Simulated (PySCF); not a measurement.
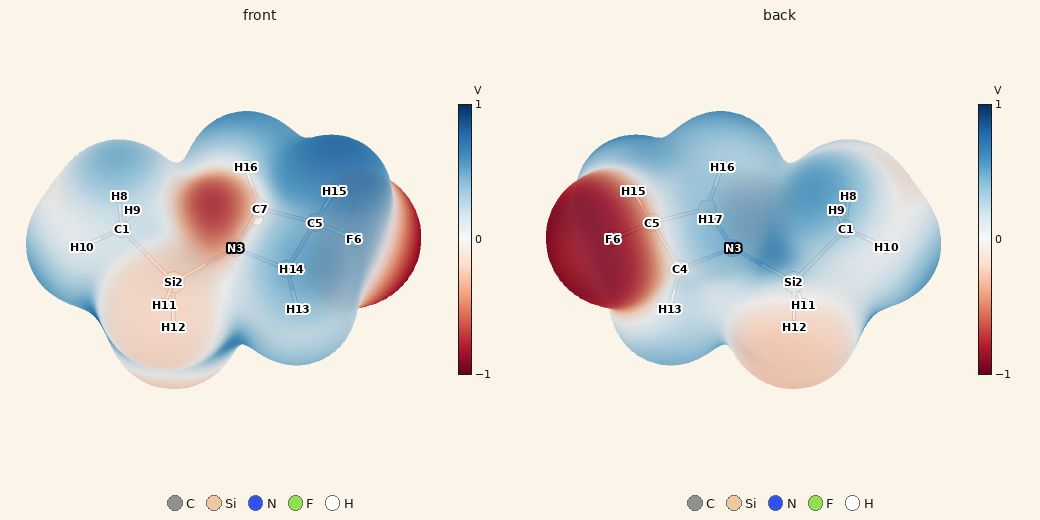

C4H10FNSi (SMILES C[SiH2]N1CC(F)C1). The electrostatic potential painted on the density surface at 0.001 e/bohr³, seen from the front and from behind; red is negative and blue positive.

Geometry: GFN2-xTB.

All numbers below come from PySCF, PBE0/pcSseg-1, SCF density, gas phase, non-relativistic.

| atom | x (Å) | y (Å) | z (Å) |
| --- | --- | --- | --- |
| C | 2.5250 | 0.2257 | 0.5958 |
| Si | 1.2526 | -1.0041 | -0.0788 |
| N | -0.1787 | -0.0963 | -0.3578 |
| C | -1.4289 | -0.5347 | -0.9614 |
| C | -2.1511 | 0.6212 | -0.2678 |
| F | -3.2111 | 0.2509 | 0.5188 |
| C | -0.8480 | 0.8840 | 0.4890 |
| H | 2.7065 | 1.0350 | -0.1046 |
| H | 2.2000 | 0.6674 | 1.5333 |
| H | 3.4723 | -0.2704 | 0.7789 |
| H | 1.6042 | -1.5378 | -1.3978 |
| H | 1.1053 | -2.1214 | 0.8754 |
| H | -1.7781 | -1.5125 | -0.6174 |
| H | -1.4199 | -0.5174 | -2.0526 |
| H | -2.5042 | 1.4277 | -0.9139 |
| H | -0.4365 | 1.8922 | 0.4071 |
| H | -0.9164 | 0.6024 | 1.5438 |

> Where is the surface potential most negative and most positive?

The most negative region (about −0.9 V) lies over F6, the most positive (about +0.8 V) over Si2 and H15.
